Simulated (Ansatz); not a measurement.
**Scan of one atom of the cell for TiB2 (AlB2 type, space group P6/mmm)**

Starting cell, TiB2 (AlB2 type, space group P6/mmm):

```yaml
crystal:
  lattice:
    - [3.03199, 0.00000, 0.00000]
    - [-1.51599, 2.62578, 0.00000]
    - [0.00000, 0.00000, 3.22435]
  atoms:
    - { symbol: Ti, position: [0.00000, 0.00000, 0.00000] }
    - { symbol: B, position: [0.33333, 0.66667, 0.50000] }
    - { symbol: B, position: [0.66667, 0.33333, 0.50000] }
```

In each cell atom 3 (B, nearest neighbour B at 1.751 Å; its periodic images, 3.0 Å or more away, move with it) moves by s·(0.707, 0.707, 0.000) (along Cartesian [110]), the rest being held.

The numbers are results of PBE (plane waves to 420 eV, PAW, scalar-relativistic; Ansatz, an electronic-structure program), not measurements. k mesh 14×14×12 (Γ-centred), Fermi-Dirac smearing 0.05 eV. The energy includes the smearing's −TS. Left out: 1 of 11 points, with atoms too close for the PAW data. With partly filled bands, energies and forces of such displacements shift with the k mesh and the smearing. F∥ is the force on the atom along that direction. TiB2 is run without spin polarisation. TiB2 was relaxed with its symmetry unable to fall. ΔE is measured from the undisplaced structure.

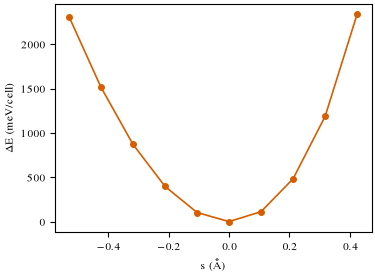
ΔE (meV/cell) against s (Å); markers are the computed points, lines only join them.

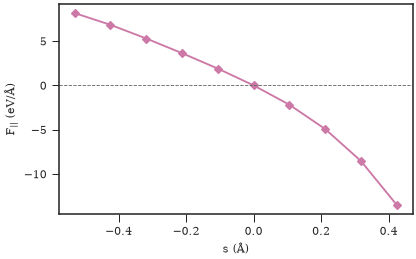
Figure. F∥ (eV/Å) against s (Å); one marker a computed point.

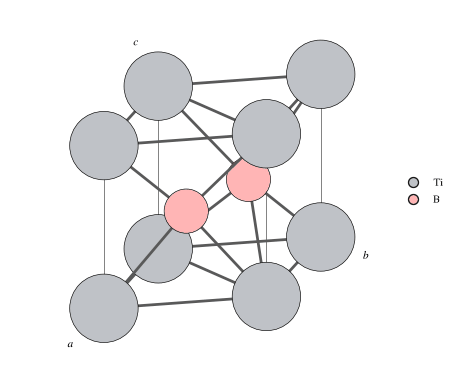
*The cell of the calculation at s = 0.424 Å.*

The force constant k = d²E/ds² at s = 0 (finite differences) is 18.9 eV/Å² and the force along the line at s = -0.530 Å is 8.16 eV/Å. The energy at s = 0.424 Å is 2340 meV/cell. Symmetry of the curve: not even: the positive side lies higher at ±0.424 Å. Harmonic estimate at the end of the scan: ½ks² = 1700 meV/cell against the computed 2340 meV/cell, so the well is stiffer than harmonic there.

With its periodic images moving along, the atom's site symmetry in this cell is -6m2.

(A displaced cell: forces are minus the slopes of the energy, force constants its curvatures, and phonons follow from these.)
